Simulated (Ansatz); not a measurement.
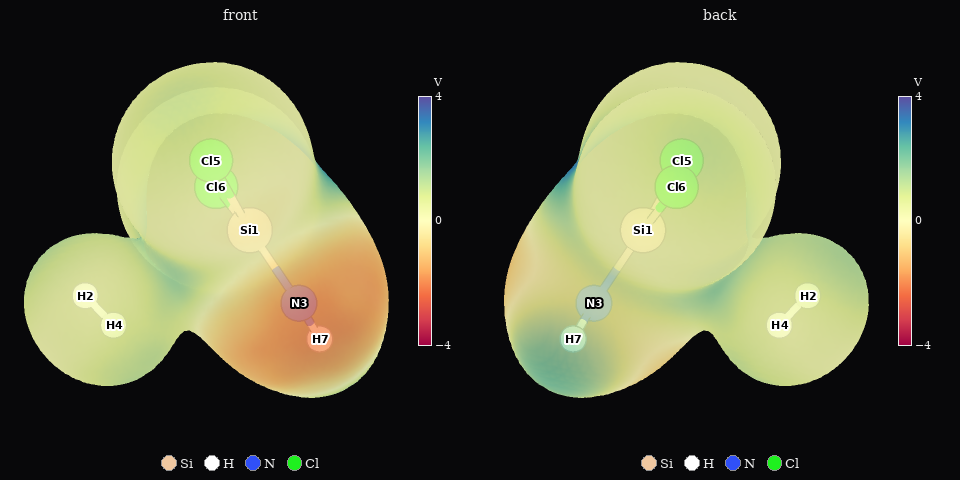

Figure 1: Cl2HNSi···H2. The molecular electrostatic potential painted on the density surface at 0.004 e/bohr³, seen from the front and from behind; the colour scale runs from red (negative) to blue (positive).

The product side of a reaction path; geometry: PBE0-D4/def2-TZVP.

The calculation used RKS PBE0-D4/def2-TZVPP in Ansatz 0.2.0.

```yaml
atoms:
  - { symbol: Si, position_ang: [-0.4958, 0.5384, 0.4350] }
  - { symbol: H, position_ang: [1.6905, -1.5606, -0.1326] }
  - { symbol: N, position_ang: [-0.7954, 1.0881, -1.0139] }
  - { symbol: H, position_ang: [1.5154, -1.1837, -0.7550] }
  - { symbol: Cl, position_ang: [0.9118, 1.4173, 1.5609] }
  - { symbol: Cl, position_ang: [-1.3197, -0.9697, 1.5039] }
  - { symbol: H, position_ang: [-1.5068, 0.6702, -1.5983] }
```

### Which sites attract a positive test charge, and which a negative one?

A positive charge is drawn to the negative regions and a negative charge to the positive ones. The most negative region (about −2.0 V) lies over N3, the most positive (about +3.0 V) over Si1. Cl5 shows a σ-hole: about +1.0 V at the tip opposite its bond, against about +0.2 V on its flanks. Cl6 shows a σ-hole: about +1.1 V at the tip opposite its bond, against about +0.3 V on its flanks. N3 is the likeliest acceptor of a hydrogen bond.
